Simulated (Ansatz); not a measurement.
A series of calculations on BSiNH$_{8}$O

Part 1: Relaxation

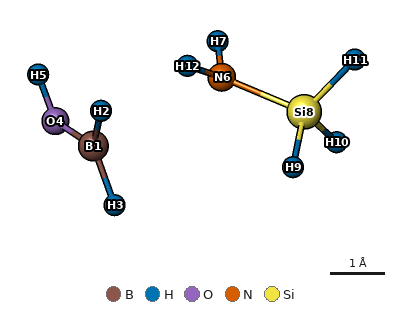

This is the input geometry for a relaxation of BSiNH$_{8}$O. Style: ball-and-stick. Shown at a tilt.

The run prepares an end point of a later path (reaction) calculation, from a guessed geometry.

Computed with RHF/6-31G* (Ansatz 0.2.0).

Input
```yaml
crystal:
  periodic: [false, false, false]
  atoms:
    - { symbol: B, position_ang: [-0.045531, -0.513079, -0.171334] }
    - { symbol: H, position_ang: [-0.218264, -0.671666, 0.998402] }
    - { symbol: H, position_ang: [1.044604, -0.426543, -0.629579] }
    - { symbol: O, position_ang: [-1.092583, -0.529188, -1.022019] }
    - { symbol: H, position_ang: [-1.930433, -0.64268, -0.597188] }
    - { symbol: "N", position_ang: [-0.156297, 1.946859, 1.05768] }
    - { symbol: H, position_ang: [-1.003818, 2.384928, 0.759105] }
    - { symbol: Si, position_ang: [1.190064, 2.924585, 1.549087] }
    - { symbol: H, position_ang: [2.316548, 2.01616, 1.825349] }
    - { symbol: H, position_ang: [1.529354, 3.856937, 0.459568] }
    - { symbol: H, position_ang: [0.949958, 3.732428, 2.766981] }
    - { symbol: H, position_ang: [-0.360002, 1.099759, 1.593947] }
basis:
  gaussian: { orbitals: "6-31G*" }
hamiltonian:
  xc: hf
relax:
  f_tol: 0.03
  max_steps: 50
output:
  orbitals: {}
```

Run as
```bash
ansatz run input.yaml --threads 1 --pin off --max-ram 2048MiB --backend cpu --events-out ev --progress --plain --runs-dir out
```

Predict the outcome.

After 27 accepted moves (28 points after the start) the energy has fallen by 18.8 kJ/mol. Largest force component: 1.3 eV/Å at the start, 0.028 eV/Å at the end. The line search rejected the trial step at point 11 of the run. The forces were under the threshold at step 21, but the run went on from there. The largest moves after the best rigid fit, 0.89 Å, are those of H2 and H10. By element the largest moves are H 0.89 Å, O 0.34 Å, N 0.31 Å, B 0.28 Å, Si 0.12 Å. Among the contacts that change: N6–H12 1.023 → 1.000 Å, B1–O4 1.349 → 1.353 Å. The run took 44 s on 1 thread of Arm Neoverse V2, on a shared host, peak memory 0.14 GiB.

Step by step:

| step | E − E(0), kJ/mol | largest force component, eV/Å | note |
| --- | --- | --- | --- |
| 0 | 0.00 | 1.2940 |  |
| 1 | -10.21 | 0.3533 |  |
| 2 | -12.27 | 0.5736 |  |
| 3 | -13.88 | 0.4202 |  |
| 4 | -14.76 | 0.3081 |  |
| 5 | -14.84 | 0.3742 |  |
| 6 | -16.18 | 0.2772 |  |
| 7 | -16.88 | 0.1001 |  |
| 8 | -17.28 | 0.0999 |  |
| 9 | -17.61 | 0.1738 |  |
| 10 | -17.78 | 0.1291 |  |
| 11 | -17.76 | 0.1724 | rejected |
| 12 | -17.98 | 0.0601 |  |
| 13 | -18.13 | 0.0385 |  |
| 14 | -18.21 | 0.0861 |  |
| 15 | -18.29 | 0.1146 |  |
| 16 | -18.36 | 0.1358 |  |
| 17 | -18.43 | 0.1124 |  |
| 18 | -18.44 | 0.1667 |  |
| 19 | -18.59 | 0.0977 |  |
| 20 | -18.64 | 0.0334 |  |
| 21 | -18.68 | 0.0175 |  |
| 22 | -18.70 | 0.1078 |  |
| 23 | -18.76 | 0.0354 |  |
| 24 | -18.77 | 0.0375 |  |
| 25 | -18.80 | 0.0121 |  |
| 26 | -18.82 | 0.0360 |  |
| 27 | -18.83 | 0.0422 |  |
| 28 | -18.84 | 0.0278 |  |

Final geometry:

```xyz
12

B     0.0170   -0.4045   -0.4255
H     0.3133   -1.1471    0.4626
H     0.8392    0.1931   -1.0419
O    -1.2670   -0.3021   -0.8406
H    -1.8687   -0.8325   -0.3381
N    -0.2354    1.8709    1.3439
H    -0.8702    2.1466    0.6219
Si    1.1870    2.8277    1.6121
H     2.0734    2.0833    2.5276
H     1.8451    3.0446    0.3110
H     0.9357    4.1567    2.2192
H    -0.7460    1.5418    2.1379
```

After the run, drawn alike:

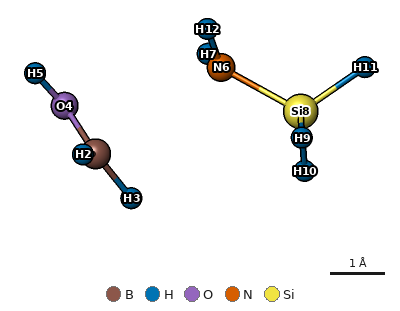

Limits of the set-up: Hartree-Fock leaves out electron correlation.

Part 2: Relaxation

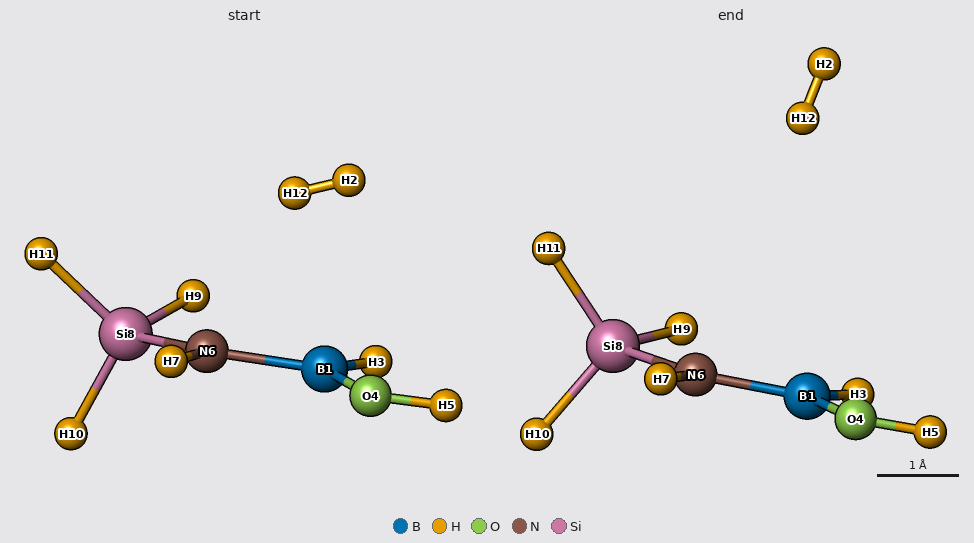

The structure of BSiNH8O before (left) and after (right) a relaxation, at one scale.

Style: ball-and-stick. Shown at a tilt.

The run prepares an end point of a later path (reaction) calculation, from a guessed geometry.

Level of theory: RHF/6-31G* (Ansatz). (no spin polarisation; force threshold 0.03 eV/Å; at most 50 steps)

What changed between the two?

The atom that moves furthest after the best rigid fit is H2 (1.49 Å). By element the largest moves are H 1.49 Å, B 0.36 Å, O 0.31 Å, N 0.31 Å, Si 0.16 Å. Near-neighbour distances that change, for instance: B1–N6 1.481 → 1.415 Å, H2–H12 0.701 → 0.730 Å, B1–O4 1.354 → 1.361 Å, N6–Si8 1.732 → 1.736 Å. After 21 accepted moves (22 points after the start) the energy has fallen by 9.67 kcal/mol. The largest force component goes from 2 to 0.016 eV/Å. The line search rejected the trial step at point 11 of the run. The forces were under the threshold at step 15, but the run went on from there. The run took 35 s on 1 thread of Arm Neoverse V2, on a shared host, peak memory 0.14 GiB.

Limits of the set-up: the start holds two separate molecules, 2.2 Å apart at their closest, whose relative position is a soft coordinate and is computed without a dispersion correction; Hartree-Fock leaves out electron correlation.

Part 3: Path

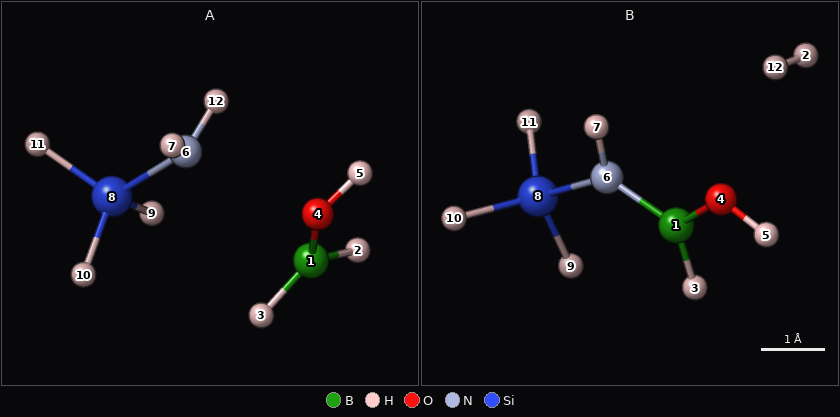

The two relaxed end points of a path for BSiNH8O, made up at the start of BH₃O and SiNH$_{5}$. Style: ball-and-stick. Shown from a free direction.

These are results of RHF/6-31G* in Ansatz 0.2.0, not measurements.

Settings: 7 movable images; climbing image; force threshold 0.05 eV/Å; iteration limit 60.

Start:
```xyz
12

B    -0.0091   -0.4038   -0.4224
H     0.2718   -1.1495    0.4681
H     0.8251    0.1780   -1.0378
O    -1.2900   -0.2798   -0.8412
H    -1.9023   -0.7985   -0.3393
N    -0.2264    1.8796    1.3414
H    -0.8543    2.1647    0.6171
Si    1.2117    2.8119    1.6115
H     2.0826    2.0541    2.5310
H     1.8771    3.0144    0.3117
H     0.9822    4.1464    2.2151
H    -0.7448    1.5612    2.1347
```

End:
```xyz
12

B    -0.0007    0.7025   -0.3977
H    -0.9717   -0.9119    3.3895
H     1.0247    0.1109   -0.5596
O    -1.1689    0.2221   -0.9057
H    -1.0683   -0.5937   -1.3718
N    -0.0225    1.9170    0.3282
H    -0.9314    2.3342    0.3978
Si    1.3032    2.7718    1.0542
H     2.4942    1.9079    1.0004
H     1.5951    4.0400    0.3533
H     0.9946    3.1086    2.4589
H    -1.0246   -0.4308    2.8424
```

Predict the minimum-energy path and its barrier.

The energy climbs by 2.05 eV to image 5 and then falls by 2.89 eV, so the end point sits at −0.84 eV. Breaking: B1–H2 (1.20 → 1.43 at the top → 4.23 Å), N6–H12 (1.00 → 1.30 at the top → 3.58 Å). Forming: B1–N6 (2.89 → 1.59 at the top → 1.42 Å), H2–H12 (3.34 → 1.03 at the top → 0.73 Å). The band is converged. At the top, the vibrational analysis gives one imaginary mode (2026i cm⁻¹), as a transition state must have.

Energies of the converged images:

```tsv
image	path (Å)	E (eV)
0	0.00	0.000
1	0.93	0.005
2	1.86	0.019
3	2.79	0.071
4	3.72	0.205
5	4.65	2.048
6	6.00	-0.648
7	7.35	-0.829
8	8.70	-0.841
```

The geometry at the top of the path:

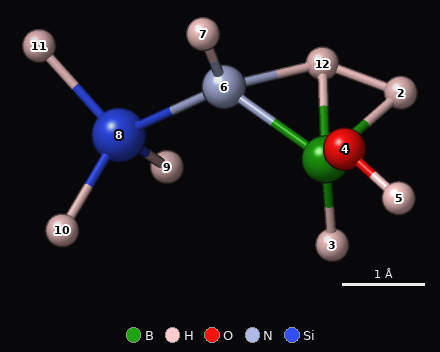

Limits of the set-up: the start holds two separate molecules, 2.9 Å apart at their closest, whose relative position is a soft coordinate and is computed without a dispersion correction; Hartree-Fock leaves out electron correlation.

Cost: 3.5 min on 1 thread of Arm Neoverse V2, with other jobs on the host, peak memory 0.15 GiB.
